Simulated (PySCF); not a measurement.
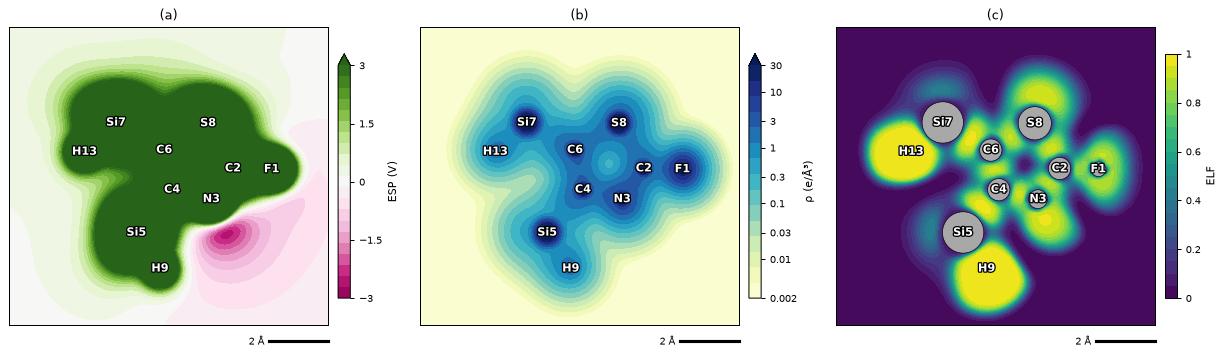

C3H6FNSSi2 (SMILES Fc1nc([SiH3])c([SiH3])s1). (a) molecular electrostatic potential; (b) total electron density; (c) electron localisation function on the plane of atoms C2, N3 and C4. Grey discs cover the atomic cores in the ELF map.

Geometry: GFN2-xTB.

Method: mPW1PW91/pcSseg-1, SCF density, in a acetonitrile solvent model, non-relativistic in PySCF 2.14.0.

The calculation's input:

```
{"job": {"xc": "mPW1PW91", "basis": "pcSseg-1", "solvent": "acetonitrile", "kind": "nmr", "pop": true}, "charge": 0, "multiplicity": 1}
F      3.639659    -1.129661     0.618970
C      2.376958    -0.818092     0.399917
N      1.932419     0.374577     0.373803
C      0.591065     0.403429     0.126868
Si    -0.203797     2.110868     0.060166
C      0.007893    -0.820819    -0.038395
Si    -1.770032    -1.307557    -0.390921
S      1.203566    -2.079550     0.123575
H      0.849199     3.089924     0.301136
H     -1.242949     2.179158     1.091509
H     -0.807211     2.289872    -1.263440
H     -2.232709    -2.167357     0.700126
H     -2.546994    -0.073380    -0.474002
H     -1.797742    -2.051886    -1.651479
```

Run with:

```sh
OMP_NUM_THREADS=1 python ens_run.py task.json out
```

Question: What does the map show?

Answer: The section cuts through F, C, N, Si, S and H sites.
C–N (1.27 Å): the density is about 2.8 e/Å³ at the midpoint; the ELF peaks at about 0.90 between the atoms: a covalent bond.
C–F (1.32 Å): the density is about 2.4 e/Å³ at the midpoint; the ELF peaks at about 0.85 between the atoms: a shared but strongly polarised pair.
C–C (1.37 Å): ρ at the midpoint is about 2.1 e/Å³; the ELF peaks at about 0.95 between the atoms; localised, covalent bonding.
C–S (1.74 Å): ρ at the midpoint is about 1.4 e/Å³; the ELF peaks at about 0.90 between the atoms: a shared electron pair.
C–Si (1.88 Å): ρ at the midpoint is about 0.92 e/Å³; the ELF peaks at about 0.95 between the atoms (localised, covalent bonding).
The ELF also peaks beside N3, F1 and S8, away from the bonds: lone-pair regions.
Outside the dense part of the molecule the potential is most negative (−2.6 V) near N3.
